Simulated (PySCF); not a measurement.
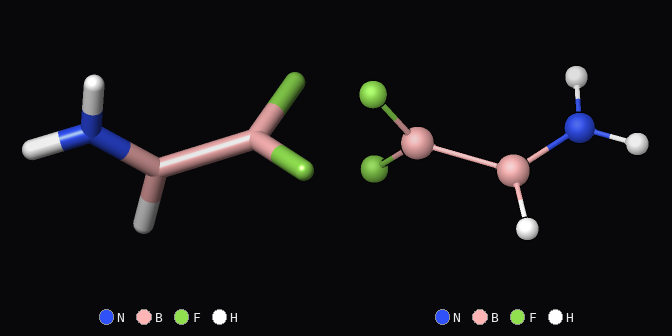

The same structure drawn twice, from different directions.

The geometry was computed by an optimisation with GFN2-xTB. No frequency run is at hand to confirm it as a minimum.

> Give the formula.

B₂F₂H₃N, 8 atoms: 2 boron, 2 fluorine, 3 hydrogen and 1 nitrogen.

> Count the bonded pairs by element.

2 B–F, 2 N–H, 1 B–N, 1 B–B, 1 B–H.

> Name some functional groups or characteristic bonds that it holds.

Among them: B–H bond.

The parts below concern this one geometry. Atoms keep their numbers from picture to picture.

### Bond orders

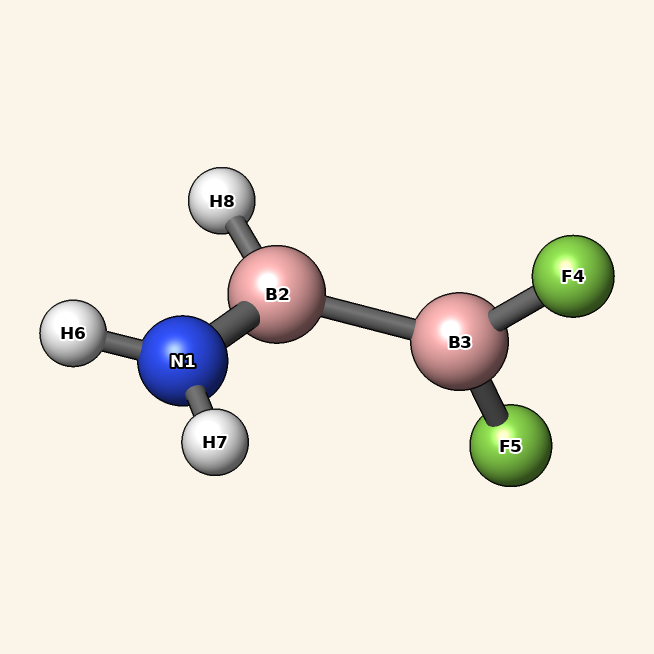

The thickness of each stick grows with its Mayer bond order. No frequency run is at hand to confirm it as a minimum. Computed with PBE0/pcSseg-1 (PySCF 2.14.0).

List the Mayer bond orders of N1–B2, N1–H6, N1–H7, B2–B3, B2–H8, B3–F4 (one bond of each equivalent set).

```tsv
bond	Mayer order	length (Å)
N1–B2	1.44	1.379
N1–H6	0.94	1.008
N1–H7	0.94	1.007
B2–B3	0.99	1.682
B2–H8	0.96	1.177
B3–F4	1.10	1.330
```

### Dipole moment

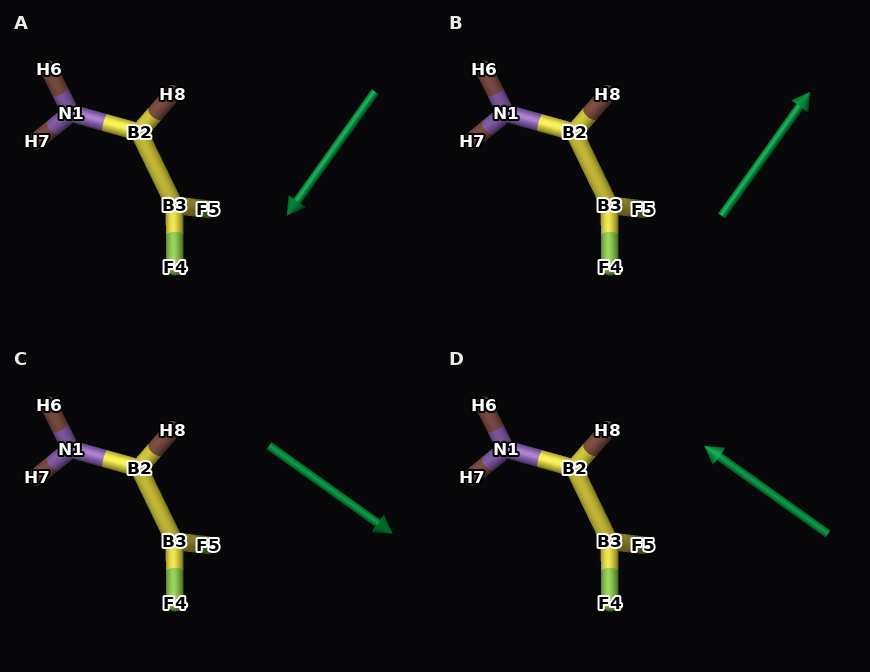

The same molecule four times, each with an arrow. No frequency run is at hand to confirm it as a minimum. Properties computed with PBE0/pcSseg-1, gas phase (PySCF 2.14.0).

> Which arrow points along the dipole moment, from the negative to the positive end?

D. The dipole moment is 3.32 D; it points from the side of F4, F5 to the side of H6 (the outermost atoms at the two ends).

### Quadrupole coupling

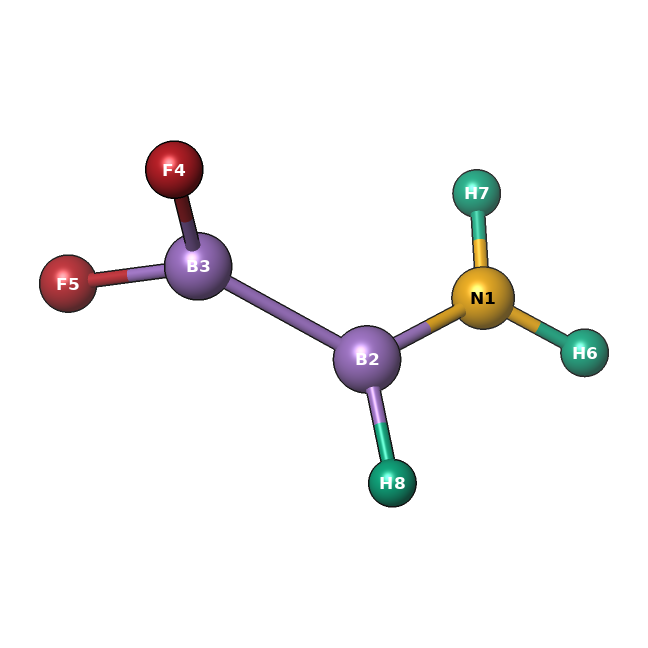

No frequency run is at hand to confirm it as a minimum. Electric field gradients from the ground-state density, PBE0/pcSseg-1 (PySCF 2.14.0), non-relativistic apart from any core potentials.

Give the largest field-gradient component, the quadrupole coupling constant and the asymmetry for 14N at N1 (Q = 20.44 mb), 11B at B2 (Q = 40.59 mb), 11B at B3 (Q = 40.59 mb), 2H at H6 (Q = 2.86 mb), 2H at H7 (Q = 2.86 mb).

```json
{"atom": "N1", "V_zz (a.u.)": "−0.526", "e²qQ/h (MHz)": "−2.52", "η": "0.76"}
{"atom": "B2", "V_zz (a.u.)": "0.442", "e²qQ/h (MHz)": "4.22", "η": "0.17"}
{"atom": "B3", "V_zz (a.u.)": "0.392", "e²qQ/h (MHz)": "3.74", "η": "0.75"}
{"atom": "H6", "V_zz (a.u.)": "0.415", "e²qQ/h (MHz)": "0.279", "η": "0.14"}
{"atom": "H7", "V_zz (a.u.)": "0.415", "e²qQ/h (MHz)": "0.279", "η": "0.14"}
```

### Excitation

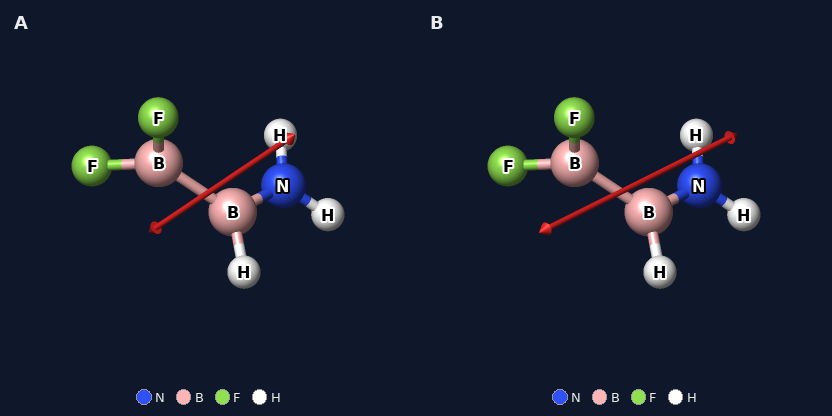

The double arrows show the directions of two transition dipoles from the ground state (lengths mean nothing). No frequency run is at hand to confirm it as a minimum. Method: TDDFT PBE0/def2-SVPD, vertical, gas phase, core orbitals frozen in the response (PySCF 2.14.0).

> One belongs to singlet state 3 and one to singlet state 4. Which is which?

A: state 3, 7.33 eV (169 nm), oscillator strength 0.019, mainly HOMO−1 → LUMO+1 (weight 0.64).
B: state 4, 8.06 eV (154 nm), oscillator strength 0.20, mainly HOMO−1 → LUMO (weight 0.56).

The geometry is semi-empirical. Around B such bond lengths and angles can be off by a tenth of an ångström or more and by several degrees, and values that hang on the shape move with them.
